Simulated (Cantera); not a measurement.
Charge: 1 mol Si2H6, 0.087 mol Cl2, 5.2 mol H2, 0.67 mol HCl, held at 0.133 bar.

Cantera equilibrium calculation (NASA polynomials, part measured and part estimated; ideal gas, pure solids and liquids). Candidate condensed phases: Si; 19 gas species. The feed counts by its element totals alone. The tables' values for SiCl3, SiCl are old estimates; treat these amounts as uncertain. Gases not in the tables: Si2H6 and higher silanes. Equilibrium is a limit: real reactors are often held back by kinetics, nucleation or transport.

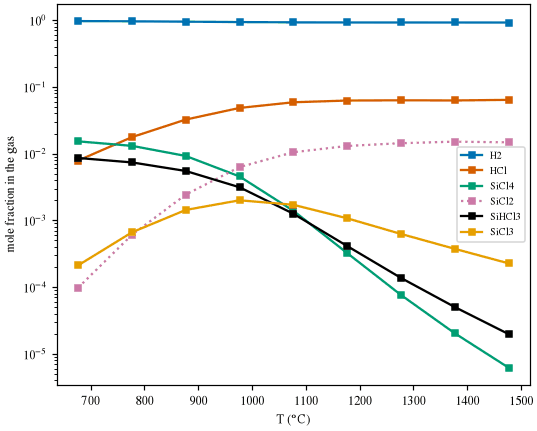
Fig. 1. Equilibrium gas composition (values under 1e-9 drawn at 1e-9)

Task: Read off the mole fractions at 777 °C.

Result: H2 about 0.96, HCl about 0.018, SiCl4 about 0.013, SiHCl3 about 0.0074, SiCl3 about 0.00066, SiCl2 about 0.00061.
